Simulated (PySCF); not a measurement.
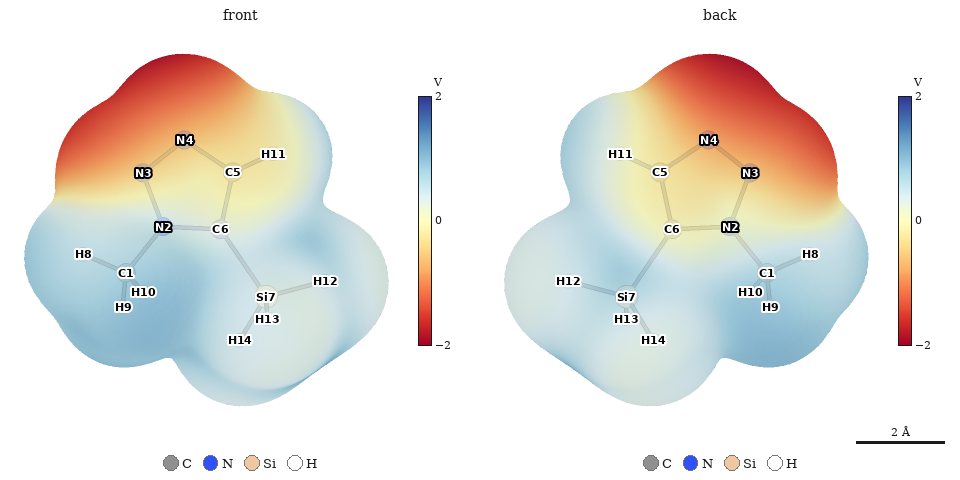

Figure. C3H7N3Si. The electrostatic potential painted on the density surface at 0.001 e/bohr³, seen from the front and from behind; red is negative and blue positive.

Geometry: GFN2-xTB.

Computed with CAM-B3LYP/def2-SVPD, SCF density, gas phase in PySCF.

```xyz
14

C    -1.0289   -1.4985    0.4312
N    -0.9298   -0.0876    0.2153
N    -1.9888    0.6989    0.3353
N    -1.6367    1.9068    0.0906
C    -0.3275    1.9267   -0.1959
C     0.1697    0.6341   -0.1243
Si    1.8754   -0.0729   -0.4011
H    -2.0587   -1.7167    0.7090
H    -0.7704   -2.0451   -0.4775
H    -0.3589   -1.8101    1.2339
H     0.1842    2.8359   -0.4349
H     2.7624    1.0245   -0.7703
H     2.3162   -0.7237    0.8372
H     1.7910   -1.0729   -1.4705
```

Question: Describe the electrostatic potential map.

Answer: The most negative region (about −1.8 V) lies over N4, the most positive (about +1.1 V) over Si7, H9 and H10. N4 is the likeliest acceptor of a hydrogen bond.

Question: What dipole moment does the calculation give?

Answer: Its dipole moment is 4.46 D.
